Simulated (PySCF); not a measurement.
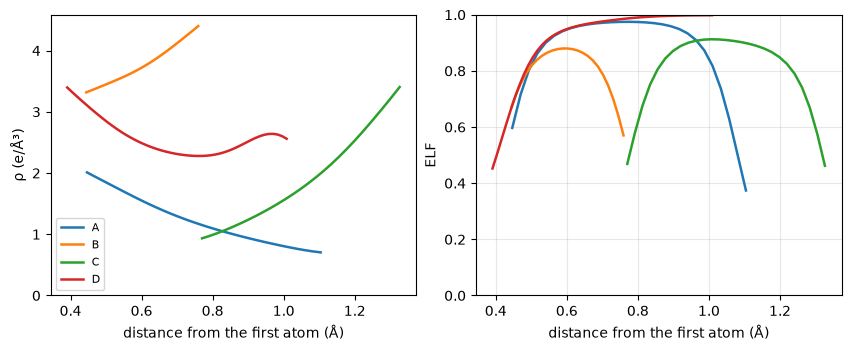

The picture shows: C₂H₈N₂Si₂. Total electron density and ELF along straight lines between neighbouring atoms. The curves leave out the atomic cores.

Geometry: GFN2-xTB.

These are results of PBE0/def2-SVPD, SCF density, gas phase (PySCF), not measurements.

```xyz
14

N     3.4961   -1.9430    0.1229
C     2.9017   -0.9636    0.0788
Si    1.8637    0.6000   -0.0208
N     0.3176    0.3472   -0.7101
C    -0.7363   -0.4542   -0.1123
Si   -2.4550    0.2232   -0.5924
H     1.6800    1.0254    1.3671
H     2.5671    1.5171   -0.9118
H     0.2158    0.4123   -1.7112
H    -0.6027   -0.4241    0.9701
H    -0.6364   -1.5084   -0.4039
H    -2.5530    1.6165   -0.1598
H    -2.5784    0.1536   -2.0519
H    -3.4809   -0.6024    0.0435
```

### Which curve belongs to which contact (C–N, C–Si, N–H and Si–N)? The first atom named is at distance zero.

Curve A: C–Si (1.88 Å): ρ is about 0.88 e/Å³ halfway; the ELF peaks at about 1 between the atoms, as expected for localised, covalent bonding. Curve B: C–N (1.15 Å): the density is about 3.6 e/Å³ at the midpoint; the ELF peaks at about 0.90 between the atoms; a multiple bond. Curve C: Si–N (1.71 Å): ρ at the midpoint is about 1.1 e/Å³; the ELF peaks at about 0.90 between the atoms; a polar covalent bond. Curve D: N–H (1.01 Å): the density is about 2.8 e/Å³ at the midpoint; the ELF climbs to about 1 towards the hydrogen, as it does in any bond to H: a covalent bond by its length.
